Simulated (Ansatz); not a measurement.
# TiZnCu, from a guessed structure to a relaxed one

This structure for TiZnCu is made up. Its elements were placed in a known structure type with a cell scaled to their sizes. What cell does the guess relax to, and how far off was it?

Main program and level: Ansatz 0.2.0; DFT, PBEsol, plane-wave PAW, files of the set soft_1, scalar-relativistic, ferromagnetic start, cell and ions relaxed at zero pressure; PAW set soft_1, in the first sound run; inputs show where later runs differ.

### 1. The structure

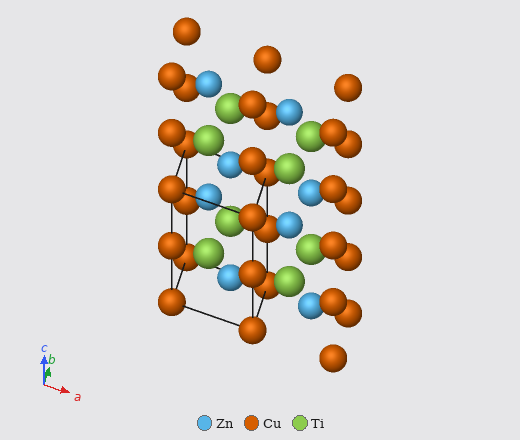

The cell as given, from a free direction (zinc blue, copper orange, titanium green). 2×1×2 cells are drawn. Some periodic images of atoms are drawn too.

Coordinates:

```cif
data_structure
_symmetry_space_group_name_H-M 'P 1'
_symmetry_Int_Tables_number 1
_cell_length_a 4.2770
_cell_length_b 4.2770
_cell_length_c 5.2270
_cell_angle_alpha 90.000
_cell_angle_beta 90.000
_cell_angle_gamma 120.000
_cell_volume 82.81
loop_
_atom_site_label
_atom_site_type_symbol
_atom_site_fract_x
_atom_site_fract_y
_atom_site_fract_z
_atom_site_occupancy
Zn1 Zn 0.33333 0.66667 0.75000 1
Zn2 Zn 0.66667 0.33333 0.25000 1
Cu3 Cu 0.00000 0.00000 0.00000 1
Cu4 Cu 0.00000 0.00000 0.50000 1
Ti5 Ti 0.33333 0.66667 0.25000 1
Ti6 Ti 0.66667 0.33333 0.75000 1
```

### 2. Relaxation of the guess

The guessed cell has no reason to be at equilibrium. It is relaxed with the atoms, within the space group of the guess.

input.yaml reads:

```yaml
crystal:
  lattice:
    - [4.277, 0.0, 0.0]
    - [-2.1385, 3.703990652, 0.0]
    - [0.0, 0.0, 5.227]
  atoms:
    - { symbol: Zn, position: [0.333333333, 0.666666667, 0.75] }
    - { symbol: Zn, position: [0.666666667, 0.333333333, 0.25] }
    - { symbol: Cu, position: [0.0, 0.0, 0.0], spin: 0.6 }
    - { symbol: Cu, position: [0.0, 0.0, 0.5], spin: 0.6 }
    - { symbol: Ti, position: [0.333333333, 0.666666667, 0.25], spin: 1.0 }
    - { symbol: Ti, position: [0.666666667, 0.333333333, 0.75], spin: 1.0 }
magnetization:
  spin_polarized: true
kpoints:
  mp_grid: { grid: [7, 7, 5] }
scf:
  occupations: { method: fermi_dirac, width: 0.05 }
hamiltonian:
  xc: pbesol
  pseudopotentials: { kind: paw, azcp: { folder: soft_1 }, xc_functional: pbe }
relax:
  f_tol: 0.015
  max_steps: 70
  cell: {}
output:
  forces: true
  stress: true
```

Run with:

```sh
> ansatz run input.yaml --threads 4 --pin off --max-ram 10240MiB --backend cpu --events-out ev --progress --plain --runs-dir out
```

Numbers of over 12 decimals in the logs are rounded to 6 here.

Output:

```text
Engine: ansatz 0.2.0, aarch64-unknown-linux-gnu
Pseudopotentials: kind: paw
Pseudopotential: Zn, paw, valence charge 12, recommended cutoff 420 eV (normal), soft_1/Zn.paw.azcp
Pseudopotential: Cu, paw, valence charge 19, recommended cutoff 420 eV (normal), soft_1/Cu.paw.azcp
Pseudopotential: Ti, paw, valence charge 12, recommended cutoff 420 eV (normal), soft_1/Ti.paw.azcp
Functional definition: PBEsol
  exchange = pbesol_x
  correlation = pbesol_c
Crystal: 6 atoms, lattice volume = 82.806 Å³
Basis set: ecut = 420 eV, 1607 PW (Γ), exchange–correlation on 60×60×72 points (8 copies of the dense FFT grid, shifted against one another)
Bands: 54, of which v1, the nominal top of the filled ones, is band 43 counted from 1 (42 counted from 0)
Symmetry: 24 space group operations
Space group: P63/mmc (ITA 194), of the structure as read, at distance tolerance 4.4e-5 Å
Magnetic group: BNS 194.263 (UNI 1493), of the structure as read, at distance tolerance 4.4e-5 Å
k-points: 24 of 245
Non-local potential: Zn, projectors of the file, l = 0: 2, l = 1: 2, l = 2: 3, l = 3: 1
Non-local potential: Cu, projectors of the file, l = 0: 3, l = 1: 2, l = 2: 3, l = 3: 1
Non-local potential: Ti, projectors of the file, l = 0: 3, l = 1: 2, l = 2: 3, l = 3: 1
PAW form: soft (Blöchl's): semilocal exchange-correlation on the pseudo side does not see the compensation charge
PAW frozen core: Zn, regenerated for the run's functional, and the local potential with it (the file was generated under x = pbe(κ = 0.804, μ = 0.219515), c = pbe(β = 0.066725))
PAW frozen core: Cu, regenerated for the run's functional, and the local potential with it (the file was generated under x = pbe(κ = 0.804, μ = 0.219515), c = pbe(β = 0.066725))
PAW frozen core: Ti, regenerated for the run's functional, and the local potential with it (the file was generated under x = pbe(κ = 0.804, μ = 0.219515), c = pbe(β = 0.066725))
PAW one-centre angular grid: Zn, 590 points (default); XC on 64 Gauss nodes
PAW one-centre angular grid: Cu, 590 points (default); XC on 64 Gauss nodes
PAW one-centre angular grid: Ti, 590 points (default); XC on 64 Gauss nodes
Initial density: superposition of atomic densities (chi_scale 0.1, normalization cell)
Starting moments: Σ|m| = 3.2 μB on 4 of 6 sites
Initial wavefunctions: pseudopotential atomic-orbital guess
Functional: x = pbesol(κ = 0.804, μ = 0.123457), c = pbesol(β = 0.046)
SCF iter   1: F=—  HF=-24692.090539 eV  |F-HF|=—  |Δ(HF+E_count)|=         —  Δρ=1.59e-1 (↑1.59e-1 ↓1.48e-1)  dr2=5.49e1  dr2_m=2.57e-1  M=1.348 μB ∫|m|=1.491 μB  β_m=0.30  ethr=3.10e-3  ⟨swp⟩=5.9  Hψ=9636  notcnv=0
Mixer restart at iter 1: flushing history
preconditioner: auto → Kerker (q_TF=auto, 2.746 Å⁻¹)  [metal: Δε(μ)=0.011 eV  Ē_g=6.930 eV  σ=0.050 eV  W_gap=0.06  n_scr=22 (ndim 8)  ℏωp=30.0 eV  f_vac=0.000  D(μ)=6.30/eV (n_scr^D=72)]
spin=Collinear: Kerker preconditioning applied to the charge; magnetization (m = ρ↑ − ρ↓) channel mixes plain (no charge-response kernel on spin).
SCF iter   2: F=—  HF=-24689.405610 eV  |F-HF|=—  |Δ(HF+E_count)|=    2.68e0  Δρ=5.47e-2 (↑5.47e-2 ↓5.19e-2)  dr2=4.76e0  dr2_m=1.55e-1  M=1.409 μB ∫|m|=1.423 μB  β_m=0.27  ethr=3.10e-3  ⟨swp⟩=4.0  Hψ=6837  notcnv=0  defer=113
SCF iter   3: F=—  HF=-24687.577404 eV  |F-HF|=—  |Δ(HF+E_count)|=    1.83e0  Δρ=2.46e-2 (↑2.46e-2 ↓1.84e-2)  dr2=1.11e0  dr2_m=1.05e-1  M=1.313 μB ∫|m|=1.329 μB  β_m=0.39  ethr=3.10e-3  ⟨swp⟩=2.0  Hψ=5481  notcnv=0  defer=135
SCF iter   4: F=—  HF=-24687.233906 eV  |F-HF|=—  |Δ(HF+E_count)|=   3.43e-1  Δρ=1.44e-2 (↑1.30e-2 ↓1.44e-2)  dr2=5.20e-1  dr2_m=3.47e-2  M=1.108 μB ∫|m|=1.118 μB  β_m=0.49  ethr=1.29e-3  ⟨swp⟩=2.1  Hψ=4086  notcnv=0  defer=125
SCF iter   5: F=—  HF=-24687.279093 eV  |F-HF|=—  |Δ(HF+E_count)|=   4.52e-2  Δρ=7.02e-3 (↑6.51e-3 ↓7.02e-3)  dr2=3.59e-2  dr2_m=1.25e-2  M=0.906 μB ∫|m|=0.913 μB  β_m=0.75  ethr=6.05e-4  ⟨swp⟩=2.0  Hψ=4000  notcnv=0  defer=125
SCF iter   6: F=—  HF=-24687.383690 eV  |F-HF|=—  |Δ(HF+E_count)|=         —  Δρ=1.05e-2 (↑1.05e-2 ↓9.55e-3)  dr2=8.84e-2  dr2_m=4.81e-2  M=0.266 μB ∫|m|=0.276 μB  β_m=0.75  ethr=4.18e-5  ⟨swp⟩=2.1  Hψ=4727  notcnv=0  defer=125
Mixer restart at iter 6: flushing history
SCF iter   7: F=—  HF=-24687.403218 eV  |F-HF|=—  |Δ(HF+E_count)|=   1.95e-2  Δρ=1.01e-2 (↑1.01e-2 ↓9.69e-3)  dr2=1.55e-1  dr2_m=1.06e-2  M=0.149 μB ∫|m|=0.157 μB  β_m=0.66  ethr=4.18e-5  ⟨swp⟩=2.0  Hψ=5061  notcnv=0  defer=125
SCF iter   8: F=—  HF=-24687.391296 eV  |F-HF|=—  |Δ(HF+E_count)|=   1.19e-2  Δρ=8.15e-3 (↑7.71e-3 ↓8.15e-3)  dr2=1.21e-1  dr2_m=5.99e-3  M=0.113 μB ∫|m|=0.118 μB  β_m=0.55  ethr=4.18e-5  ⟨swp⟩=2.0  Hψ=5494  notcnv=0  defer=129
SCF iter   9: F=—  HF=-24687.372250 eV  |F-HF|=—  |Δ(HF+E_count)|=   1.90e-2  Δρ=2.42e-3 (↑2.09e-3 ↓2.42e-3)  dr2=8.02e-3  dr2_m=1.26e-3  M=0.059 μB ∫|m|=0.062 μB  β_m=0.78  ethr=4.18e-5  ⟨swp⟩=2.0  Hψ=3670  notcnv=0  defer=129
SCF iter  10: F=—  HF=-24687.371096 eV  |F-HF|=—  |Δ(HF+E_count)|=   1.15e-3  Δρ=8.86e-4 (↑8.86e-4 ↓8.86e-4)  dr2=1.03e-3  dr2_m=7.40e-5  M=0.015 μB ∫|m|=0.016 μB  β_m=0.60  ethr=9.32e-6  ⟨swp⟩=2.0  Hψ=3833  notcnv=0  defer=129
SCF iter  11: F=—  HF=-24687.370597 eV  |F-HF|=—  |Δ(HF+E_count)|=   4.99e-4  Δρ=1.53e-4 (↑1.53e-4 ↓1.25e-4)  dr2=5.95e-5  dr2_m=5.60e-6  M=0.003 μB ∫|m|=0.004 μB  β_m=0.62  ethr=1.20e-6  ⟨swp⟩=2.0  Hψ=3766  notcnv=0  defer=126
SCF iter  12: F=—  HF=-24687.370647 eV  |F-HF|=—  |Δ(HF+E_count)|=   5.00e-5  Δρ=1.06e-4 (↑5.31e-5 ↓1.06e-4)  dr2=4.50e-6  dr2_m=1.94e-6  M=0.003 μB ∫|m|=0.003 μB  β_m=0.81  ethr=6.91e-8  ⟨swp⟩=2.0  Hψ=3618  notcnv=0  defer=126
SCF iter  13: F=—  HF=-24687.370656 eV  |F-HF|=—  |Δ(HF+E_count)|=   8.82e-6  Δρ=3.43e-5 (↑3.43e-5 ↓2.78e-5)  dr2=4.81e-7  dr2_m=6.05e-7  M=0.002 μB ∫|m|=0.002 μB  β_m=0.91  ethr=5.23e-9  ⟨swp⟩=2.1  Hψ=4311  notcnv=0  defer=126
SCF iter  14: F=—  HF=-24687.370656 eV  |F-HF|=—  |Δ(HF+E_count)|=   4.61e-7  Δρ=1.02e-5 (↑1.02e-5 ↓5.97e-6)  dr2=1.34e-7  dr2_m=4.96e-9  M=0.000 μB ∫|m|=0.000 μB  β_m=0.91  ethr=5.59e-10  ⟨swp⟩=2.0  Hψ=4301  notcnv=0  defer=126
SCF iter  15: F=—  HF=-24687.370656 eV  |F-HF|=—  |Δ(HF+E_count)|=   4.91e-9  Δρ=1.22e-6 (↑1.22e-6 ↓9.72e-7)  dr2=2.81e-9  dr2_m=1.20e-10  M=0.000 μB ∫|m|=0.000 μB  β_m=0.95  ethr=1.56e-10  ⟨swp⟩=1.8  Hψ=2802  notcnv=0  defer=126
SCF iter  16: F=-24687.370656 eV  HF=-24687.370656 eV  |F-HF|=7.09e-10  |Δ(HF+E_count)|=  1.16e-10  Δρ=5.73e-7 (↑4.23e-7 ↓5.73e-7)  dr2=9.19e-10  dr2_m=6.06e-12  M=-0.000 μB ∫|m|=0.000 μB  ethr=3.27e-12  ⟨swp⟩=1.0  Hψ=6665  notcnv=0
[...]
SCF iter   6: F=—  HF=-24687.380752 eV  |F-HF|=—  |Δ(HF+E_count)|=   3.17e-7  Δρ=4.48e-6 (↑4.48e-6 ↓4.26e-6)  dr2=1.05e-7  dr2_m=1.73e-10  M=0.000 μB ∫|m|=0.000 μB  β_m=0.86  ethr=6.97e-10  ⟨swp⟩=2.0  Hψ=4130  notcnv=0
SCF iter   7: F=-24687.380751 eV  HF=-24687.380752 eV  |F-HF|=3.14e-8  |Δ(HF+E_count)|=   1.25e-8  Δρ=3.88e-6 (↑3.81e-6 ↓3.88e-6)  dr2=3.18e-8  dr2_m=3.40e-12  M=0.000 μB ∫|m|=0.000 μB  ethr=1.22e-10  ⟨swp⟩=2.0  Hψ=7732  notcnv=0
the starting moments were not kept: the SCF closed with an absolute magnetisation of 4.0e-6 μB, where they sum to 3.2 μB in size (4 sites). That is at most 0.1 of that sum. Measured as dr2_m measures the in/out step, that magnetisation stands 2.5e-12 eV from none, at or under the dr2_threshold of 1.9e-7 eV: it is no larger than a step whose dr2_m would equal this threshold.
SCF 3 converged in 7 iterations: F = -24687.380751 eV  dr2 = 3.18e-8
relax step   3: F+E_penalty+E_count = -24687.38075149 eV  Δ(F+E_penalty+E_count) = -1.640e-4 eV  max|allowed force component| = 2.930e-17 eV/Å  Δτ_max = 0.0000 Å  P = +0.004 GPa  Ω = 82.690 Å³  energy of the carried Pulay correction = +4.266e-5 eV  (7 SCF iters, dr2 threshold 1.87e-7 eV, accepted)
Initial wavefunctions: pseudopotential atomic-orbital guess (no wavefunctions were taken with the density)
iter 1 solved again at ethr=8.58e-7 eV; its pass at ethr=3.10e-3 eV (dr2=7.38e-4 eV) is discarded
SCF iter   1: F=—  HF=-24687.380681 eV  |F-HF|=—  |Δ(HF+E_count)|=         —  Δρ=1.46e-5 (↑1.46e-5 ↓1.46e-5)  dr2=1.71e-7  dr2_m=4.27e-12  M=0.000 μB ∫|m|=0.000 μB  β_m=0.65  ethr=8.58e-7  ⟨swp⟩=3.0  Hψ=15304  notcnv=0
eigensolver tolerance schedule: the retry pair's looser diagonalisation over-reported the residual by 4308.33 of it (diagonalisation noise at an unbounded share of the residual, at the tolerance the schedule requests for it); recorded, not acted on — ethr = c·dr2/N_el stays at c = 1.0e-1
preconditioner: auto → Kerker (q_TF=auto, 2.598 Å⁻¹)  [metal: Δε(μ)=0.059 eV  Ē_g=12.437 eV  σ=0.050 eV  W_gap=0.28  n_scr=22 (ndim 8)  ℏωp=33.2 eV  f_vac=0.000  D(μ)=4.94/eV (n_scr^D=52)]
spin=Collinear: Kerker preconditioning applied to the charge; magnetization (m = ρ↑ − ρ↓) channel mixes plain (no charge-response kernel on spin).
SCF iter   2: F=—  HF=-24687.380682 eV  |F-HF|=—  |Δ(HF+E_count)|=   1.48e-6  Δρ=1.47e-5 (↑1.47e-5 ↓1.47e-5)  dr2=3.64e-7  dr2_m=1.54e-12  M=0.000 μB ∫|m|=0.000 μB  β_m=0.30  ethr=1.99e-10  ⟨swp⟩=2.5  Hψ=5002  notcnv=0
SCF iter   3: F=—  HF=-24687.380682 eV  |F-HF|=—  |Δ(HF+E_count)|=   4.88e-8  Δρ=6.56e-6 (↑6.54e-6 ↓6.56e-6)  dr2=2.95e-8  dr2_m=1.57e-12  M=0.000 μB ∫|m|=0.000 μB  β_m=0.38  ethr=1.99e-10  ⟨swp⟩=2.0  Hψ=4526  notcnv=0
SCF iter   4: F=—  HF=-24687.380682 eV  |F-HF|=—  |Δ(HF+E_count)|=   1.35e-8  Δρ=1.27e-6 (↑1.27e-6 ↓1.27e-6)  dr2=3.07e-9  dr2_m=2.08e-13  M=0.000 μB ∫|m|=0.000 μB  β_m=0.40  ethr=3.43e-11  ⟨swp⟩=2.5  Hψ=3726  notcnv=0
SCF iter   5: F=—  HF=-24687.380682 eV  |F-HF|=—  |Δ(HF+E_count)|=  9.09e-10  Δρ=5.94e-7 (↑5.89e-7 ↓5.94e-7)  dr2=1.37e-9  dr2_m=8.34e-14  M=0.000 μB ∫|m|=0.000 μB  β_m=0.51  ethr=3.57e-12  ⟨swp⟩=2.0  Hψ=3516  notcnv=0
SCF iter   6: F=—  HF=-24687.380682 eV  |F-HF|=—  |Δ(HF+E_count)|=  9.60e-10  Δρ=3.12e-7 (↑3.07e-7 ↓3.12e-7)  dr2=3.97e-10  dr2_m=3.15e-14  M=0.000 μB ∫|m|=0.000 μB  β_m=0.75  ethr=1.59e-12  ⟨swp⟩=2.0  Hψ=3865  notcnv=0
SCF iter   7: F=—  HF=-24687.380682 eV  |F-HF|=—  |Δ(HF+E_count)|=  2.91e-10  Δρ=1.05e-7 (↑1.03e-7 ↓1.05e-7)  dr2=3.86e-11  dr2_m=1.46e-15  M=0.000 μB ∫|m|=0.000 μB  β_m=0.83  ethr=1.00e-12  ⟨swp⟩=2.0  Hψ=3730  notcnv=0
SCF iter   8: F=-24687.380682 eV  HF=-24687.380682 eV  |F-HF|=1.82e-11  |Δ(HF+E_count)|=  7.28e-12  Δρ=7.07e-8 (↑7.07e-8 ↓7.07e-8)  dr2=1.77e-11  dr2_m=3.80e-17  M=0.000 μB ∫|m|=0.000 μB  ethr=1.00e-12  ⟨swp⟩=2.6  Hψ=7123  notcnv=0
the starting moments were not kept: the SCF closed with an absolute magnetisation of 2.5e-8 μB, where they sum to 3.2 μB in size (4 sites). That is at most 0.1 of that sum. Measured as dr2_m measures the in/out step, that magnetisation stands 1.0e-16 eV from none, at or under the dr2_threshold of 6.0e-11 eV: it is no larger than a step whose dr2_m would equal this threshold.
SCF 4 converged in 8 iterations: F = -24687.380682 eV  dr2 = 1.77e-11
relax step   4: F+E_penalty+E_count = -24687.38068240 eV  Δ(F+E_penalty+E_count) = +6.909e-5 eV  max|allowed force component| = 3.431e-17 eV/Å  Δτ_max = 0.0000 Å  P = +0.006 GPa  Ω = 82.690 Å³  stress off target by 1.81e-2 GPa  SCF on the basis re-selected at this cell (its energy is not comparable with the rows above)  (8 SCF iters)
basis re-selected at this cell: Δ(F+E_penalty+E_count) = +6.909e-5 eV, ΔP = +0.002 GPa vs the last step (what re-selecting the basis moved, of the pressure what is left beyond the Pulay correction that the steps carried, after the strain that the cell walked since its last selection, with what the two solves' SCF thresholds leave and, on support functions, any second-order correction that the steps lacked; it is no m [...]
SCF converged after 8 iterations
Magnetization: 0.0000 μB (43.0000 up, 43.0000 down)
Absolute magnetization: 0.0000 μB (∫|ρ↑−ρ↓|, with the PAW one-centre terms)
Spin contamination: 0.0000 ħ² per cell (⟨S²⟩ above its minimum at these occupations)
Per-site moments (μB) at R_I (Å): [(6.714239679281409e-10, 1.023065), (6.71423979202776e-10, 1.023065), (1.145887292029833e-9, 1.067176), (1.1458872894545674e-9, 1.067176), (7.047491849196294e-9, 1.023065), (7.047491882220288e-9, 1.023065)]
Free energy (F): -24687.380682 eV
Harris-Foulkes:  -24687.380682 eV  (|F-HF|=1.82e-11)
Internal energy: -24687.339362 eV  (E = F + TS)
E sigma→0 (E₀):  -24687.360022 eV
Entropy (-TS):   -0.041320 eV (-6.887 meV/atom)
Fermi energy:    14.115342 eV
--- Per-component energies (eV) ---
  E_band       = -943.191468
  E_kinetic    = 1385.402929
  E_local      = -15004.772078  (includes V_loc(G=0)·N_el)
  E_nonlocal   = 3529.229333
  E_hartree    = 6182.539507
  E_xc         = -527.432239
  E_vxc        = -575.991971  (∫ρ·V_xc dr)
  E_paw        = -9298.043233  (= ΣΔE_a)
  E_vpaw       = -2642.139894  (= ΣTr[D̂ρ^β])
  E_aug_tail   = 0.001299  (compensation charges beyond the density's cutoff)
  E_ewald      = -10956.550766
  E_core_change = 2.285886  (= ΣΔE_core)
  E_smearing   = -0.041320  (= −TS)
  E_closure    = 0.000000  (closes the sum)
  Σ components = -24687.380682   (vs F -24687.380682, Δ=0.00e0)
--- Forces (eV/Å), atoms counted from 1 ---
  atom   1  Zn    -0.00000000     0.00000000     0.00000000
  atom   2  Zn    -0.00000000    -0.00000000    -0.00000000
  atom   3  Cu     0.00000000     0.00000000     0.00000000
  atom   4  Cu     0.00000000     0.00000000     0.00000000
  atom   5  Ti     0.00000000     0.00000000     0.00000000
  atom   6  Ti     0.00000000     0.00000000    -0.00000000
  max |Σ_I F_I| component: 1.39e-17 eV/Å
--- Stress (GPa, compression-positive) ---
       -0.000524       0.000000       0.000000
        0.000000      -0.000524      -0.000000
        0.000000      -0.000000       0.018147
  P = ⅓ Tr σ = 0.0057 GPa (0.057 kbar)
--- Relaxed structure (3 steps of the walk, 3 accepted, 1 SCFs on fresh bases) ---
  F+E_penalty+E_count = -24687.38068240 eV   max|allowed force component| = 3.431e-17 eV/Å   (the final SCF, on the basis selected at the relaxed cell)
  cell:  # Å, volume = 82.6900 Å³
    - [4.295759, 0.0, 0]
    - [-2.147880, 3.720237, -3.918681243865171e-19]
    - [0, -5.529967212703924e-19, 5.174188]
  atoms:
    - { symbol: Zn, position: [0.333333, 0.666667, 0.750000] }
    - { symbol: Zn, position: [0.666667, 0.333333, 0.250000] }
    - { symbol: Cu, position: [0, 0, 0] }
    - { symbol: Cu, position: [0, 0, 0.500000] }
    - { symbol: Ti, position: [0.333333, 0.666667, 0.250000] }
    - { symbol: Ti, position: [0.666667, 0.333333, 0.750000] }
```

It took 17 s on 4 threads of Arm Neoverse V2, shared host; peak memory 0.62 GiB.

The steps of the relaxation:

| step | energy less that of the first step (eV) | largest force component (eV/Å) | pressure (GPa) | volume (Å³) |
| --- | --- | --- | --- | --- |
| 1 | 0.0000 | 0.0000 | -0.17 | 82.81 |
| 2 | -0.0099 | 0.0000 | 0.10 | 82.63 |
| 3 | -0.0101 | 0.0000 | 0.00 | 82.69 |
| 4* | -0.0100 | 0.0000 | 0.01 | 82.69 |

Relaxation steps marked * repeat the geometry before them on a plane-wave basis chosen anew for their cell, so energy and pressure can jump there.

Forces are held to the 24 operations that the run works with; a distortion that breaks them can't arise in this run.

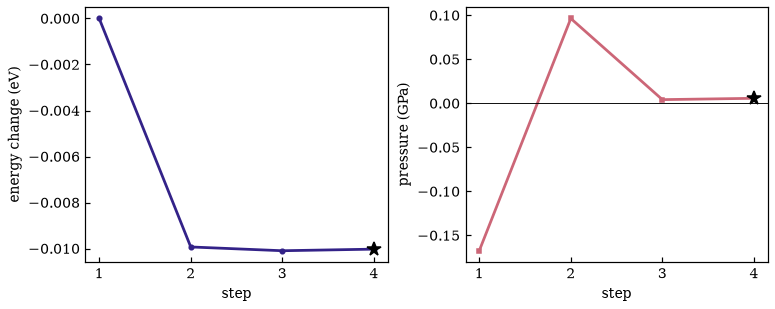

Energy and pressure along the relaxation. Stars mark steps on a basis chosen anew.

| conventional cell, symmetrised | before | after | change |
| --- | --- | --- | --- |
| a (Å) | 4.277 | 4.296 | +0.4 % |
| b (Å) | 4.277 | 4.296 | +0.4 % |
| c (Å) | 5.227 | 5.174 | -1.0 % |
| volume (Å³/atom) | 13.80 | 13.78 | -0.1 % |

This step gave:

* free energy: -24687.3807 eV
* energy at zero smearing: -24687.3600 eV
* smearing term TS: 0.04132 eV
* Fermi energy: 14.12 eV
* electrons: 86
* symmetry operations: 24
* pressure: 0.005700 GPa

Shortest distances by pair of elements, guess and relaxed (not always the same contact):

| pair | guess (Å) | relaxed (Å) |
| --- | --- | --- |
| Ti–Zn | 2.469 | 2.480 |
| Cu–Cu | 2.614 | 2.587 |
| Cu–Zn | 2.794 | 2.797 |
| Cu–Ti | 2.794 | 2.797 |
| Zn–Zn | 3.596 | 3.584 |

The relaxation ends with a pressure of 0.01 GPa. The starting moments have collapsed: the run ends non-magnetic.

[end of part 1 of 2]

[Logs are printed without paths, hosts, clocks, repeated set-up lines and the standing remarks that a program may print on its own settings, such as how far it seeks lower states.]

[Hosts, paths, dates, database ids (printed as entryN), source tags and the programs' standing remarks are cut or masked in the printed files.]
